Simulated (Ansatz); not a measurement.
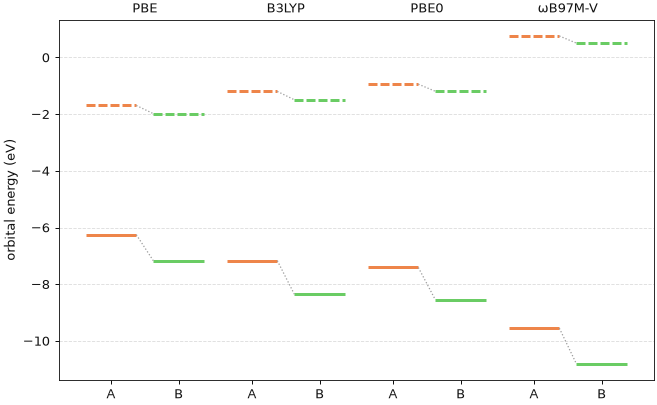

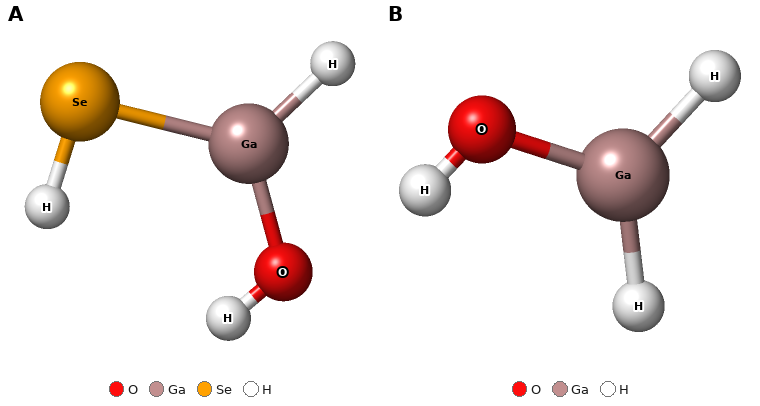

One change: A, GaH₃SeO (SMILES [OH][GaH][SeH]), becomes B, GaH₃O (SMILES [OH][GaH2]). SeH on Ga is replaced by H. HOMO (solid) and LUMO (dashed) computed in def2-TZVPP at PBE0-D4/def2-TZVP geometries, both minima by their frequencies, gas phase, the Ansatz code 0.2.0. Empty levels above zero depend strongly on the basis.

### What does the change do to HOMO and LUMO?

PBE: the HOMO falls by 0.91 eV, the LUMO falls by 0.29 eV, and the separation goes from 4.56 to 5.19 eV. B3LYP: the HOMO falls by 1.18 eV, the LUMO falls by 0.29 eV, and the separation goes from 5.97 to 6.86 eV. PBE0: the HOMO falls by 1.13 eV, the LUMO falls by 0.25 eV, and the separation goes from 6.47 to 7.35 eV. ωB97M-V: the HOMO falls by 1.25 eV, the LUMO falls by 0.25 eV, and the separation goes from 10.31 to 11.31 eV.

### Do the functionals agree on the effect?

They agree on the direction for both levels; the HOMO shift lies between −1.25 and −0.91 eV and the LUMO shift between −0.29 and −0.25 eV, while the separations themselves differ by up to 6.1 eV between functionals.
